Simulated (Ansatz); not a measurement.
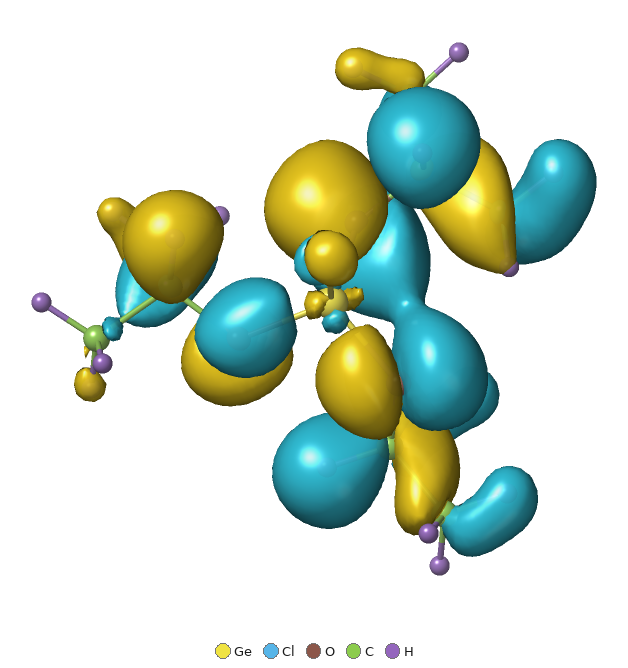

*C9H21ClGeO3 (GeCl(OiPr)3). The HOMO−1 at ±0.05 Å⁻³ᐟ² (yellow and cyan are the two phases), seen at a tilt.*

Geometry: r2SCAN-D4/def2-SVP.

All numbers below come from RKS PBE0-D4/def2-TZVP in Ansatz.

```yaml
atoms:
  - { symbol: Ge, position_ang: [-0.3707, -0.2259, 0.9579] }
  - { symbol: Cl, position_ang: [-0.3664, -0.5660, 3.0840] }
  - { symbol: O, position_ang: [1.3082, -0.0819, 0.4358] }
  - { symbol: C, position_ang: [2.3199, -1.0280, 0.8250] }
  - { symbol: C, position_ang: [3.6575, -0.3524, 0.5854] }
  - { symbol: C, position_ang: [2.1612, -2.3231, 0.0425] }
  - { symbol: H, position_ang: [2.2111, -1.2398, 1.9073] }
  - { symbol: H, position_ang: [3.7700, -0.1068, -0.4827] }
  - { symbol: H, position_ang: [4.4865, -1.0127, 0.8829] }
  - { symbol: H, position_ang: [3.7260, 0.5804, 1.1642] }
  - { symbol: H, position_ang: [1.1695, -2.7697, 0.2165] }
  - { symbol: H, position_ang: [2.2641, -2.1274, -1.0371] }
  - { symbol: H, position_ang: [2.9282, -3.0554, 0.3402] }
  - { symbol: O, position_ang: [-1.1860, 1.2618, 0.5248] }
  - { symbol: C, position_ang: [-0.7022, 2.5409, 0.9841] }
  - { symbol: C, position_ang: [-1.9204, 3.4265, 1.1725] }
  - { symbol: C, position_ang: [0.2947, 3.0978, -0.0195] }
  - { symbol: H, position_ang: [-0.2008, 2.4084, 1.9646] }
  - { symbol: H, position_ang: [-2.4532, 3.5398, 0.2148] }
  - { symbol: H, position_ang: [-1.6263, 4.4253, 1.5307] }
  - { symbol: H, position_ang: [-2.6117, 2.9791, 1.9018] }
  - { symbol: H, position_ang: [1.1472, 2.4115, -0.1332] }
  - { symbol: H, position_ang: [-0.1906, 3.2194, -1.0016] }
  - { symbol: H, position_ang: [0.6719, 4.0799, 0.3075] }
  - { symbol: O, position_ang: [-1.2670, -1.5483, 0.2317] }
  - { symbol: C, position_ang: [-1.9208, -1.3505, -1.0417] }
  - { symbol: C, position_ang: [-2.8255, -2.5509, -1.2425] }
  - { symbol: C, position_ang: [-0.8936, -1.1882, -2.1519] }
  - { symbol: H, position_ang: [-2.5350, -0.4319, -0.9806] }
  - { symbol: H, position_ang: [-2.2259, -3.4742, -1.2830] }
  - { symbol: H, position_ang: [-3.3918, -2.4571, -2.1820] }
  - { symbol: H, position_ang: [-3.5370, -2.6379, -0.4087] }
  - { symbol: H, position_ang: [-0.2368, -0.3234, -1.9638] }
  - { symbol: H, position_ang: [-0.2631, -2.0890, -2.2245] }
  - { symbol: H, position_ang: [-1.3915, -1.0302, -3.1216] }
```

### Where does this orbital lie, and at what energy?

By Hirshfeld shares it lies mainly on O3 (about 30 %), O25 (about 15 %), O14 (about 10 %) and C4 (about 5 %). Its energy is −8.22 eV.
